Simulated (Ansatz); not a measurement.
**B3N3H6 (borazine) at RPA@PBE0/def2-SVP**

What is the electronic atomisation energy of B3N3H6 (borazine) at RPA@PBE0/def2-SVP? 

The calculation is run with Ansatz 0.2.0.

43 further runs of the same task are left out: 1 that didn't finish, 42 set aside as unsound or not needed.

### 1 The system as given

B3N3H6: 12 atoms, total charge 0, spin state singlet. As SMILES, `B1NBNBN1`. The shape is that of a PBE0-D4/def2-TZVP optimisation. This is one conformer, not always the lowest.

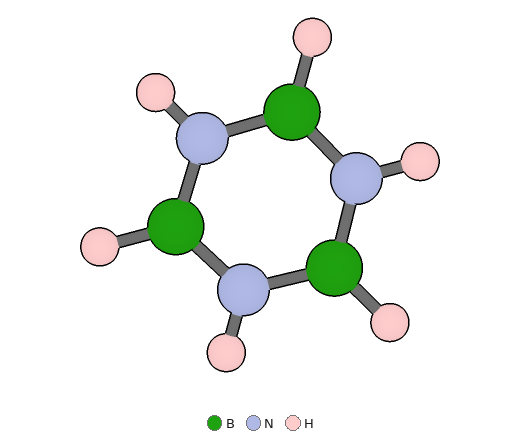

Viewed from a chosen angle; boron green, nitrogen light blue, hydrogen pink.

### 2 The energy at RPA@PBE0/def2-SVP

The input, in.yaml:

```yaml
basis:
  gaussian: {orbitals: def2-SVP}
crystal:
  periodic: [false, false, false]
  atoms:
    - {symbol: B, position_ang: [-0.725600, -1.223220, 0.253660]}
    - {symbol: N, position_ang: [0.524170, -0.956610, 0.883320]}
    - {symbol: B, position_ang: [1.265120, 0.238610, 0.655490]}
    - {symbol: "N", position_ang: [0.704960, 1.188460, -0.246430]}
    - {symbol: B, position_ang: [-0.539530, 0.984630, -0.909140]}
    - {symbol: "N", position_ang: [-1.229160, -0.231820, -0.636840]}
    - {symbol: H, position_ang: [-1.326890, -2.236960, 0.463830]}
    - {symbol: H, position_ang: [0.899850, -1.642240, 1.516360]}
    - {symbol: H, position_ang: [2.313570, 0.436330, 1.198680]}
    - {symbol: H, position_ang: [1.210210, 2.040210, -0.423070]}
    - {symbol: H, position_ang: [-0.986620, 1.800580, -1.662600]}
    - {symbol: H, position_ang: [-2.110080, -0.397960, -1.093280]}
accuracy: high
hamiltonian: {xc: {name: PBE0}}
correlation: {method: rpa, frozen_orbitals: {B: 1, H: 0, "N": 1}}
```

Command:

```sh
$ ansatz run in.yaml --threads 1 --pin off --max-ram 3480MiB --events-out events.jsonl --progress --plain --runs-dir runs
```

The log of the run:

```text
Warning: RAYON_NUM_THREADS=1 ignored (pool sized by the plan → 1); use --threads N
Functional definition: PBE0
  name "PBE0"
  parameter a = 0.25
  parameter kappa = 0.804
  parameter beta = 0.06672455060314922
  exchange = (1 - a)*pbe_x(kappa = kappa, mu = beta*pi^2/3) + a*exact_x
  correlation = pbe_c(beta = beta)
2856 factors; integrals over basis functions are off by at most 3.1e-9 eV
mean field evaluation 1: about -6579.9786 eV, gradient 7.1e1 eV
mean field evaluation 2: about -6580.2535 eV, gradient 7.1e1 eV
mean field evaluation 4: about -6590.3983 eV, gradient 4.9e0 eV
mean field evaluation 8: about -6590.4633 eV, gradient 3.2e-1 eV
mean field evaluation 16: about -6590.4635 eV, gradient 7.7e-6 eV
mean field -6590.46353861 eV, -242.1950678673 hartree, gradient 6.2e-8 eV, S^2 0.000000; 0 other end points of the search recorded, 0 dependent functions left out
6 core orbitals not correlated: weight in the atoms' cores, before any rotation towards them, 1.000 or more for the frozen orbitals, at most 0.000 for the correlated occupied ones
reference -6556.74813995 eV, -240.9560498197 hartree; 15, 15 occupied and 93, 93 virtual orbitals, 2856 factors
Total energy: -6586.14267010 eV, -242.0362788783 hartree
```

It took 25 s on 1 thread of Intel Xeon Platinum 8175M at 2.50GHz (Skylake/Cascade Lake), shared host; peak memory 0.57 GiB.

### 3 The B atom, same level

The input, molecule.yaml:

```yaml
crystal:
  periodic: [false, false, false]
  atoms:
    - {symbol: B, position_ang: [0.000000, 0.000000, 0.000000]}
basis:
  gaussian: {orbitals: def2-SVP}
hamiltonian: {xc: pbe0}
accuracy: high
correlation: {method: rpa, frozen_orbitals: {B: 1}}
magnetization: {spin_polarized: true, initial_magnetization: 1}
```

Run the same way, it converges to -24.58579 Eh (log not shown).

### 4 The H atom at the same level

The input, input.yaml:

```yaml
crystal:
  periodic: [false, false, false]
  atoms:
    - symbol: H
      position_ang: [0.000000, 0.000000, 0.000000]
basis:
  gaussian: {orbitals: def2-SVP}
magnetization: {spin_polarized: true, initial_magnetization: 1}
hamiltonian: {xc: pbe0}
correlation: {method: rpa, frozen_orbitals: {H: 0}}
accuracy: high
```

Run the same way, it converges to -0.51113 Eh (log not shown).

### 5 The N atom at the same level

The input, input.yaml:

```yaml
crystal:
  periodic: [false, false, false]
  atoms:
    - symbol: "N"
      position_ang: [0.000000, 0.000000, 0.000000]
basis:
  gaussian: {orbitals: def2-SVP}
magnetization: {spin_polarized: true, initial_magnetization: 3}
hamiltonian: {xc: pbe0}
accuracy: high
correlation: {method: rpa, frozen_orbitals: {"N": 1}}
```

Run the same way, it converges to -54.46380 Eh (log not shown).

### 6 Outcome

At RPA@PBE0/def2-SVP, 6 core orbitals frozen:

```
                                  quantity          value
                    molecule: total energy  -242.03628 Eh
molecule: RPA correlation energy (valence)    -1080.2 mEh
                      B atom: total energy   -24.58579 Eh
  B atom: RPA correlation energy (valence)      -86.3 mEh
 B atom: ⟨S²⟩ of the reference determinant          0.752
                      H atom: total energy    -0.51113 Eh
            H atom: RPA correlation energy      -11.9 mEh
 H atom: ⟨S²⟩ of the reference determinant          0.750
                      N atom: total energy   -54.46380 Eh
  N atom: RPA correlation energy (valence)     -128.1 mEh
 N atom: ⟨S²⟩ of the reference determinant          3.753
             electronic atomisation energy      49.545 eV
```

**Reading.** Taking the molecule apart into free atoms costs 49.54 eV (4780 kJ/mol), before zero-point energy and without spin-orbit coupling.
